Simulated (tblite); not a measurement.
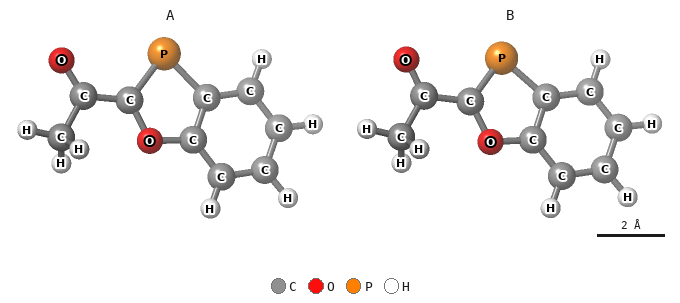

Two geometries of C$_{9}$H$_{7}$O$_{2}$P, drawn at one scale. One is the start of a relaxation, the other its converged end. Style: ball-and-stick. Shown at a tilt.

These are results of tblite, GFN2-xTB geometry optimisation, gas phase, not measurements. 

Which of the two is the end point?

Structure B is the relaxed one. The P atom moves most after the best rigid fit: 0.17 Å. By element the largest moves are P 0.17 Å, O 0.16 Å, H 0.04 Å, C 0.04 Å. Near-neighbour distances that change, for instance: C–P 1.875 → 1.724 Å, C–P 1.835 → 1.787 Å, C–O 1.253 → 1.215 Å, C–O 1.372 → 1.342 Å. Among the angles between lasting bonds that change: C–C–P 124.3° → 130.3°, C–C–O 118.9° → 124.2°, C–C–P 115.4° → 110.5°. The energy falls by 47.1 kJ/mol in 38 geometry steps.
